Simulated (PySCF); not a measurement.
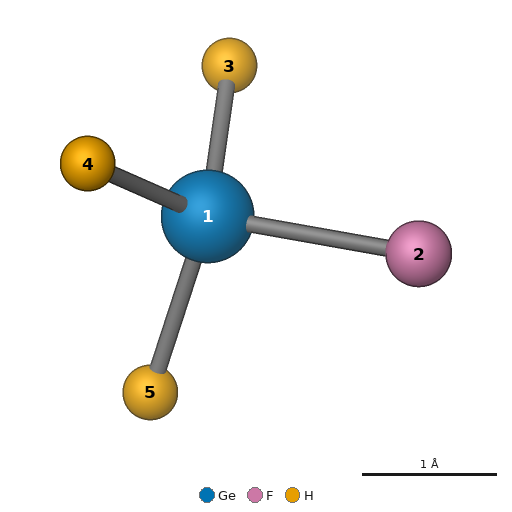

Atoms carry their numbers in the input. The computed structure is the end point of a PBE0-D4/def2-TZVP optimisation. No frequency run is at hand to confirm it as a minimum.

> Describe the coordination of atom 1.

Ge1 has 4 neighbours (F2 at 1.74, H3 at 1.53, H4 at 1.53, H5 at 1.53 Å); the arrangement is tetrahedral.
